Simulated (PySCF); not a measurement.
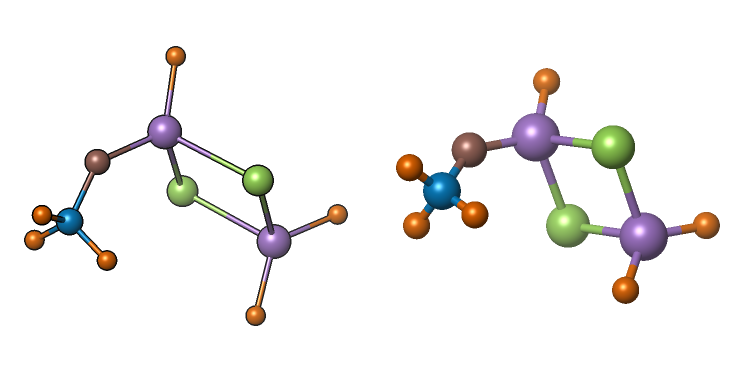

The same structure drawn twice, from different directions. Colours: carbon blue, oxygen brown, aluminium purple, chlorine green, hydrogen orange.

Computed geometry: PBE0-D3(BJ)/def2-SVP optimisation. No frequency run is at hand to confirm it as a minimum.

Question: Give the formula.

Answer: CH₆Al₂Cl₂O, 12 atoms: 1 carbon, 6 hydrogen, 2 aluminium, 2 chlorine and 1 oxygen.

Question: How many bonds of each kind are drawn?

Answer: 4 Al–Cl, 3 C–H, 3 Al–H, 1 C–O, 1 Al–O.

Question: Write the SMILES.

Answer: C[O][AlH-]1[Cl+][AlH2-][Cl+]1

Question: Give the symmetry (Schoenflies symbol).

Answer: C1.

The parts below concern this one geometry. Atoms keep their numbers from picture to picture.

Excitation

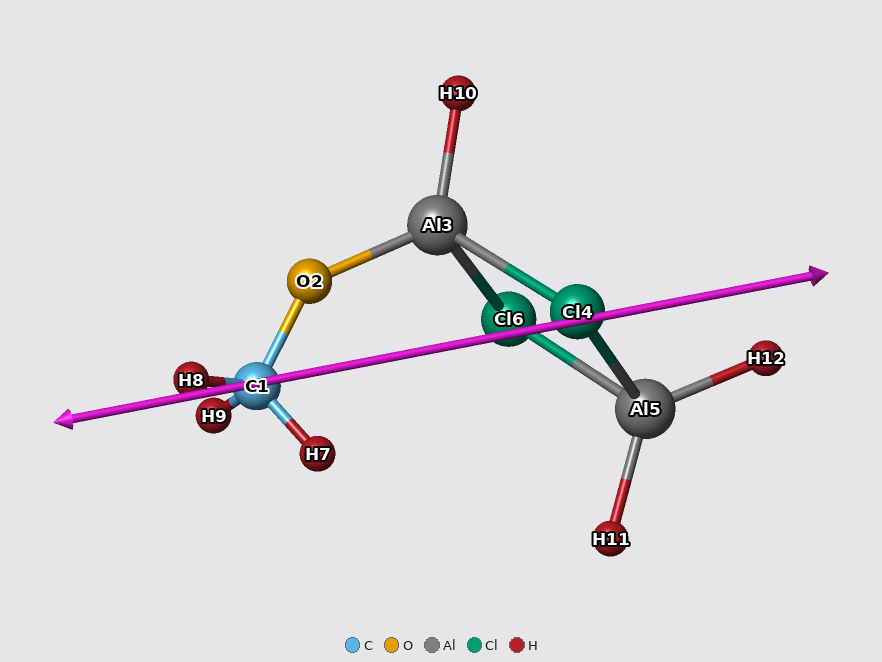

The double arrow shows the direction of the transition dipole to excited singlet state 1 (its length means nothing). No frequency run is at hand to confirm it as a minimum. Method: TDDFT LDA/def2-SVPD, vertical, gas phase, core orbitals frozen in the response (PySCF 2.14.0).

Question: How is the transition polarised?

Answer: Close to the long direction C1···Al5.

Question: Where does the transition lie, and how strong is it?

Answer: 5.21 eV (238 nm), oscillator strength 0.028, mainly HOMO → LUMO (weight 0.98); transition dipole 1.18 D.

Polarisability

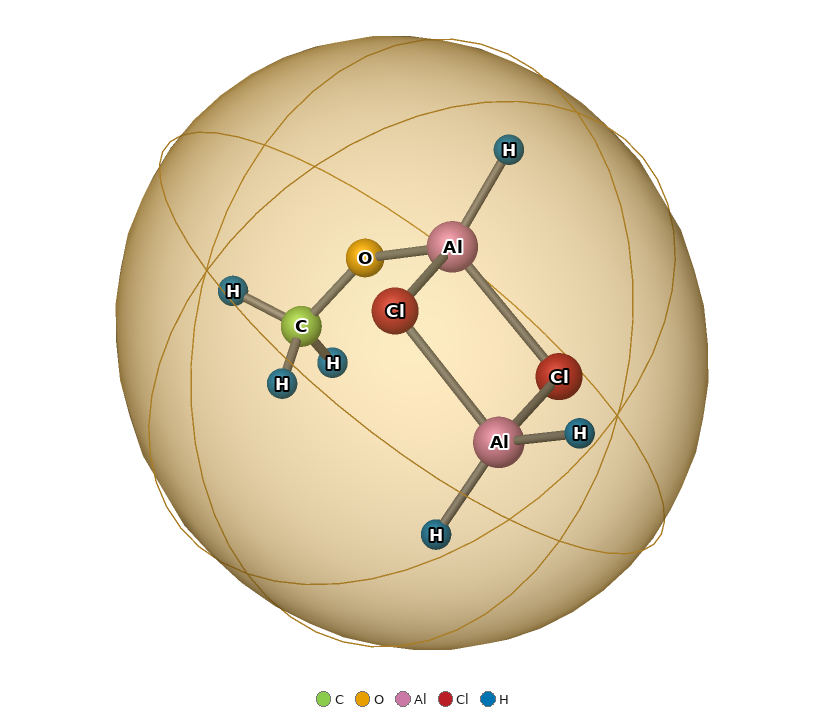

The ellipsoid shows the static dipole polarisability: its half-axes are proportional to the principal values. No frequency run is at hand to confirm it as a minimum. Level of theory: PBE/def2-SVPD (PySCF 2.14.0).

Question: Give the principal values, the mean and the anisotropy.

Answer: Principal values 92.8, 95.9, 109.9 bohr³; mean 99.5 bohr³ (14.75 Å³); anisotropy 15.8 bohr³, so the longest axis is 1.18 times the shortest.

Levels of theory compared

No frequency run is at hand to confirm it as a minimum. Program: PySCF 2.14.0.

At this fixed geometry, give HOMO–LUMO gap (eV) at these levels: B3LYP/def2-SVPD; BHandHLYP/def2-SVPD; CAM-B3LYP/def2-SVPD; HF/def2-SVPD; LC-wPBE/def2-SVPD; LDA/def2-SVPD; PBE/def2-SVPD; PBE0/6-31G*; PBE0/def2-SVPD; ωB97X-D/def2-SVPD.

| level | HOMO–LUMO gap (eV) |
| --- | --- |
| B3LYP/def2-SVPD | 7.06 |
| BHandHLYP/def2-SVPD | 9.72 |
| CAM-B3LYP/def2-SVPD | 9.83 |
| HF/def2-SVPD | 13.49 |
| LC-wPBE/def2-SVPD | 12.27 |
| LDA/def2-SVPD | 5.09 |
| PBE/def2-SVPD | 5.21 |
| PBE0/6-31G* | 7.45 |
| PBE0/def2-SVPD | 7.49 |
| ωB97X-D/def2-SVPD | 11.09 |
